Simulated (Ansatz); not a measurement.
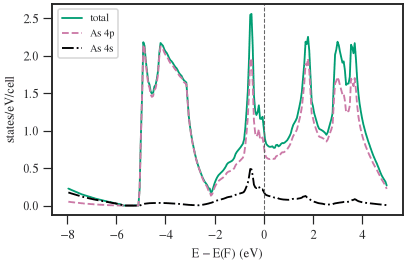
Total and projected density of states of As (diamond, space group No. 227), the program Ansatz at the PBEsol level (PAW)

Question: Which orbitals carry the states next to the Fermi level?

Answer: Within 0.5 eV of the Fermi level: As 4p 78 %, As 4s 18 %. Projections are on Löwdin-orthogonalised atomic valence shells; empty p or d shells of many metals are not among them.

Question: Where is the tallest occupied peak in this window, and what makes it?

Answer: Near -0.5 eV, about 2.6 states/eV per cell; the largest projected share is As 4p.

Space group Fd-3m (diamond). The start of the workflow was typed in or built on a structure type; neither database checked (COD, Materials Project) lists it. It is not the phase usual at ambient conditions (space group No. 166). Symmetry was held in the PBEsol relaxation. At this level the phase is mechanically unstable. Scalar-relativistic: spin–orbit coupling is off unless named, which matters more the heavier the elements.

Potentials: the later of the program's two PAW sets.
